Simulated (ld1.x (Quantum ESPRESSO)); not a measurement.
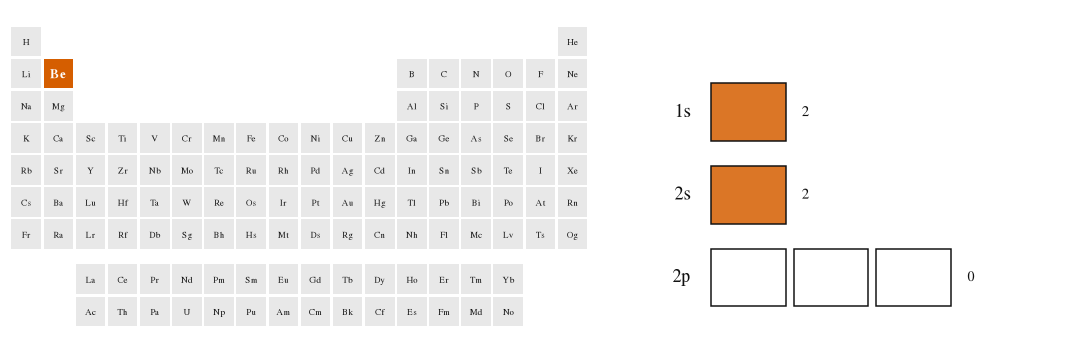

Fig. 1: Left, the place of beryllium in the periodic table; right, the valence shells of the reference configuration: a box for each of the 2l + 1 orbitals, shaded by the share of the shell that is filled, with the electron count at the right. The shells are those of the unaltered input.

## Be: pseudopotential generation

Beryllium (Be, Z = 4), core none, reference valence 1s2 2s2 2p0, valence charge 4. (This line and the method describe the unaltered input from which the odd one was made.) Computed at this level: ultrasoft potential, revPBE, scalar-relativistic, made with ld1.x (Quantum ESPRESSO) 7.5.

## Input file
```
 &input
   title='Be', zed=4., rel=1, dft='REVPBE', iswitch=3,
   config='[He] 2s2 2p0 3d-2',
   nld=3, rlderiv=3.75, eminld=-10.0, emaxld=5.0, deld=0.04
 /
 &inputp
   pseudotype=3, tm=.true., lloc=-2, rcloc=0.20,
   nlcc=.false.,
   which_augfun='PSQ', rmatch_augfun_nc=.true.,
   file_pseudopw='Be.UPF', file_wfcaegen='ae.wfc', file_wfcncgen='nc.wfc', file_beta='beta', file_chi='chi', file_wfcusgen='us.wfc'
 /
5
1S  1  0   2.00   0.00  0.65  0.85  0.0
2S  2  0   2.00   0.00  0.65  0.85  0.0
2P  2  1   0.00   0.00  2.65  3.45  0.0
2P  2  1   0.00   3.40  2.65  3.45  0.0
3D  3  2  -2.00   0.05  2.25  2.45  0.0
 &test
   configts(1)='1s2 2s2 2p0'
 /
```

Launched with:
```bash
ld1.x < Be.in > Be.out
```

## Output
```
     Program LD1 v.7.5

     !!!!!!!!!!!!!!!!!!! WARNING !!!!!!!!!!!!!!!!!!!!!!!
     Message from routine ld1_readin:
     US requires at least two energies per channel 3D
     !!!!!!!!!!!!!!!!!!!!!!!!!!!!!!!!!!!!!!!!!!!!!!!!!!!
     --------------------------- All-electron run ----------------------------

     Be
     scalar relativistic calculation

     atomic number is  4.00
     dft =REVPBE   lsd =0 sic =0 latt =0  beta=0.20 tr2=1.0E-14
     Exchange-correlation= REVPBE
                           (   1   4   4   4   0   0   0)
     mesh =1041 r(mesh) = 100.85720 a.u. xmin = -7.00 dx = 0.01250
     1 Ry =  13.60569312 eV, c = 137.03599908

     n l     nl                  e(Ry)          e(Ha)          e(eV)
     1 0     1S 1( 2.00)        -7.8162        -3.9081      -106.3452
     2 0     2S 1( 2.00)        -0.4127        -0.2063        -5.6144
     2 1     2P 1( 0.00)        -0.1465        -0.0733        -1.9934

     final scf error:  6.6E-15 reached in  27 iterations

     Etot =     -29.334934 Ry,     -14.667467 Ha,    -399.122111 eV

     Ekin =      29.202044 Ry,      14.601022 Ha,     397.314044 eV
     Encl =     -67.373307 Ry,     -33.686653 Ha,    -916.660536 eV
     Eh   =      14.352602 Ry,       7.176301 Ha,     195.277102 eV
     Exc  =      -5.516273 Ry,      -2.758137 Ha,     -75.052722 eV

     normalization and overlap integrals

     s(1S/1S) =  1.000000  <r> =   0.4197  <r2> =    0.2403  r(max) =   0.2661
     s(2S/2S) =  1.000000  <r> =   2.6036  <r2> =    8.1416  r(max) =   2.0415
     s(2P/2P) =  1.000000  <r> =   3.2599  <r2> =   13.6288  r(max) =   2.3134

     ------------------------ End of All-electron run ------------------------

     --------------------- Generating US pseudopotential ---------------------

      Generating local potential from pseudized AE potential:
      Matching radius rcloc =   0.2000
      Enforcing V''(0)=0 (lloc=-2)

      Local pseudo, rcloc= 0.200 Estimated cut-off energy=   718.35 Ry
      Wfc-us  1S rcutus= 0.851  Estimated cut-off energy=    71.04 Ry
      Wfc-us  2S rcutus= 0.851  Estimated cut-off energy=   154.15 Ry
      Wfc-us  2P rcutus= 3.451  Estimated cut-off energy=     6.54 Ry
      Wfc-us  2P rcutus= 3.451  Estimated cut-off energy=    11.33 Ry
      Wfc-us  3D rcutus= 2.432  Estimated cut-off energy=    17.26 Ry

      Problem with multipole  3  1:  3  1 l3=  2      0.0000415

     Q pseudized with Bessel functions
     Expected ecutrho=     669.8082 due to l1=  0   l2=  1

     ------------------- End of pseudopotential generation -------------------

     --------------------------- All-electron run ----------------------------

     Be
     scalar relativistic calculation

     atomic number is  4.00
     dft =REVPBE   lsd =0 sic =0 latt =0  beta=0.20 tr2=1.0E-14
     Exchange-correlation= REVPBE
                           (   1   4   4   4   0   0   0)
     mesh =1041 r(mesh) = 100.85720 a.u. xmin = -7.00 dx = 0.01250
     1 Ry =  13.60569312 eV, c = 137.03599908

     n l     nl                  e(Ry)          e(Ha)          e(eV)
     1 0     1S 1( 2.00)        -7.8162        -3.9081      -106.3452
     2 0     2S 1( 2.00)        -0.4127        -0.2063        -5.6144
     2 1     2P 1( 0.00)        -0.1465        -0.0733        -1.9934

     final scf error:  6.6E-15 reached in  27 iterations

     Etot =     -29.334934 Ry,     -14.667467 Ha,    -399.122111 eV

     Ekin =      29.202044 Ry,      14.601022 Ha,     397.314044 eV
     Encl =     -67.373307 Ry,     -33.686653 Ha,    -916.660536 eV
     Eh   =      14.352602 Ry,       7.176301 Ha,     195.277102 eV
     Exc  =      -5.516273 Ry,      -2.758137 Ha,     -75.052722 eV

     normalization and overlap integrals

     s(1S/1S) =  1.000000  <r> =   0.4197  <r2> =    0.2403  r(max) =   0.2661
     s(2S/2S) =  1.000000  <r> =   2.6036  <r2> =    8.1416  r(max) =   2.0415
     s(2P/2P) =  1.000000  <r> =   3.2599  <r2> =   13.6288  r(max) =   2.3134

     ------------------------ End of All-electron run ------------------------

     Computing logarithmic derivative in   3.74333
     Computing logarithmic derivative in   3.74333
     Computing the partial wave expansion
     R is outside the sphere for l=    0 j= 0.00
     R is outside the sphere for l=    0 j= 0.00
     R is outside the sphere for l=    1 j= 0.00
     R is outside the sphere for l=    1 j= 0.00
     R is outside the sphere for l=    2 j= 0.00

     ---------------------- Testing the pseudopotential ----------------------

     Be
     scalar relativistic calculation

     atomic number is  4.00   valence charge is  4.00
     dft =REVPBE   lsd =0 sic =0 latt =0  beta=0.20 tr2=1.0E-14
     mesh =1041 r(mesh) = 100.85720 xmin = -7.00 dx = 0.01250

     n l     nl             e AE (Ry)        e PS (Ry)    De AE-PS (Ry)
     1 0     1S   1( 2.00)       -7.81623       -7.81609       -0.00014
     2 0     2S   1( 2.00)       -0.41265       -0.41264       -0.00001
     2 1     2P   1( 0.00)       -0.14651       -0.14663        0.00012

     eps = 7.8E-16  iter =  6

     Etot =     -29.334934 Ry,     -14.667467 Ha,    -399.122111 eV
     Etotps =   -28.941218 Ry,     -14.470609 Ha,    -393.765327 eV

     Ekin =      12.280700 Ry,       6.140350 Ha,     167.087440 eV
     Encl =     -56.379317 Ry,     -28.189659 Ha,    -767.079687 eV
     Ehrt =      13.909071 Ry,       6.954536 Ha,     189.242553 eV
     Ecxc =      -5.262029 Ry,      -2.631015 Ha,     -71.593552 eV
     Epseu=       6.510357 Ry,       3.255178 Ha,      88.577919 eV

     ---------------------- End of pseudopotential test ----------------------
```

## Outcome

| quantity | value |
| --- | --- |
| outcome | generated |
| hardware | 1 CPU thread, shared host |
| wall time | 0.7 s |

## What is odd here

The input is odd on purpose: rcloc set to 0.20 bohr. The program ran to the end. The all-electron atom is untouched: its total energy equals that from the unaltered input (−29.3349 Ry). The pseudo-atom's total energy moves by +4.3×10⁻⁵ Ry, so the potential, or the configuration in which it is tested, is another one. The pseudo-atom meets the occupied all-electron levels that the test lists within 0.00014 Ry. No test for ghost states or cutoffs was run on this potential, so its soundness isn't shown.
